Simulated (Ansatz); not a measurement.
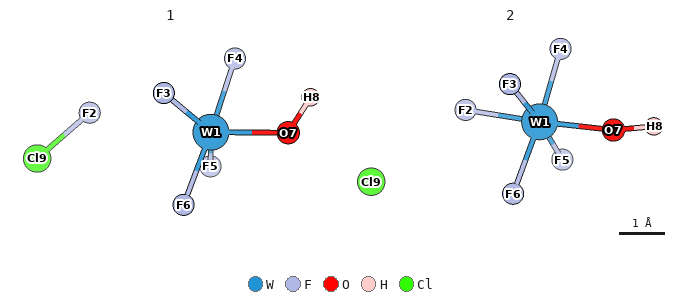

Two geometries of WHOClF5 (multiplicity 2), drawn at one scale. One is the start of a relaxation, the other its converged end. A ball-and-stick model, seen at a tilt.

All numbers below come from UKS PBE/def2-SVP (Ansatz 0.2.0). Settings: collinear spin; force threshold 0.03 eV/Å; at most 50 steps.

### Which one is relaxed?

Structure 2 is the relaxed one. The run prepares an end point of a later path (reaction) calculation, from a guessed geometry. The largest move after the best rigid fit is that of F2, 0.83 Å. By element the largest moves are F 0.83 Å, H 0.79 Å, Cl 0.65 Å, W 0.43 Å, O 0.37 Å. Near-neighbour distances that change, for instance: W1–F2 3.041 → 1.881 Å, F2–Cl9 1.598 → 2.692 Å, W1–F4 1.920 → 1.874 Å, W1–F6 1.901 → 1.867 Å. New bonds form, among them: W1–F2 (3.04 → 1.88 Å). Bonds break, among them: F2–Cl9 (1.60 → 2.69 Å). Among the angles between lasting bonds that change: W1–O7–H8 112.5° → 168.0°, F3–W1–F5 143.0° → 174.8°, F5–W1–O7 108.6° → 92.6°. After 21 accepted moves (24 points after the start) the energy has fallen by 57.7 kcal/mol. Largest force component: 2.4 eV/Å at the start, 0.0013 eV/Å at the end. The line search rejected the trial steps at points 11, 14, 20 of the run. The forces were under the threshold at step 21, but the run went on from there. Cost: 2.9 min on 4 threads of Arm Neoverse V1, on a shared host, peak memory 0.43 GiB.

Limits of the set-up: the start holds two separate molecules, 3.0 Å apart at their closest, whose relative position is a soft coordinate and is computed without a dispersion correction.
